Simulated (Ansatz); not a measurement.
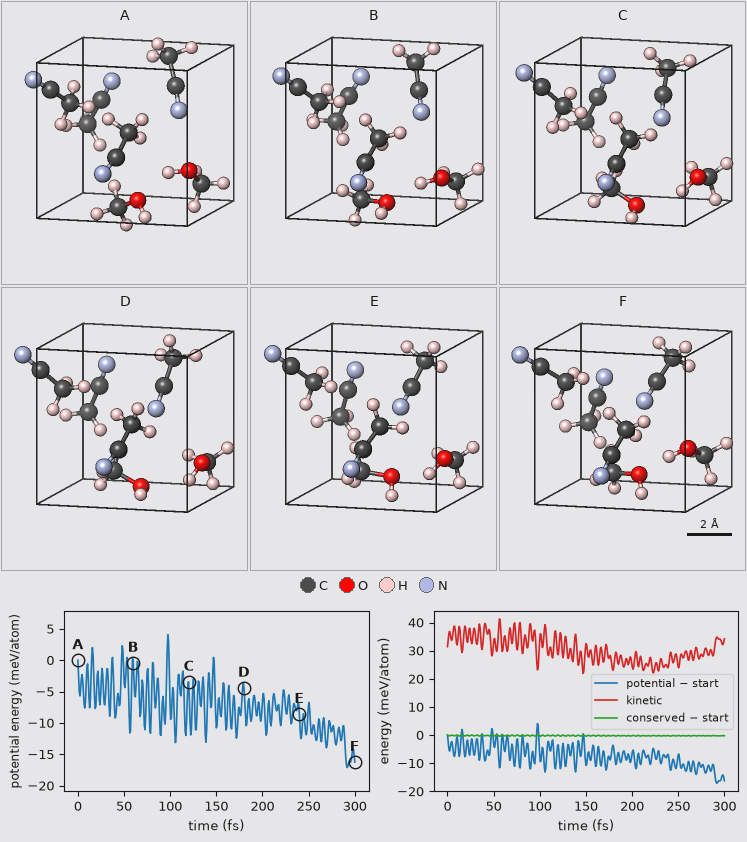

First-principles dynamics of a periodic cell with 2 CH3OH + 4 CH3CN at 0.983 g/cm³, 300 fs long. It starts from the last geometry of an earlier run, with fresh velocities. Frames (A at 0 fs, B at 60 fs, C at 120 fs, D at 180 fs, E at 240 fs, F at 300 fs) and the history of the run. Style: ball-and-stick. Shown: the simulation cell, slightly off an axis. Atoms that leave the cell re-enter on the other side.

All numbers below come from DFT PBE-D3(BJ), scalar-relativistic, plane waves, PAW in Ansatz 0.2.0. Run with plane-wave cutoff 420 eV; k-point mesh 1 × 1 × 1; Fermi-Dirac smearing 0.02 eV; Nosé-Hoover thermostat (NVT); set temperature 250 K; time step 0.75 fs; thermostat time 100.0 fs.

Describe the run.

Answer. Root-mean-square distances from the starting positions over the second half, with the common drift of all atoms taken out: H 1.06 Å, O 0.94 Å, N 0.93 Å, C 0.73 Å. The heavy atoms stay within a fraction of a molecule's size of their starting places; so short a run doesn't tell a liquid from a solid. Over the second half the temperature averages 220 K (spread ±22 K). The potential energy in the second half lies on average 9.5 meV per atom below the first frame.

Limits of the set-up: the periodic images lie only 7.3 Å apart, so the values are limited by the cell's size.

Cost: 16 min on 1 thread of Arm Neoverse V1, with other jobs on the host, peak memory 0.42 GiB.
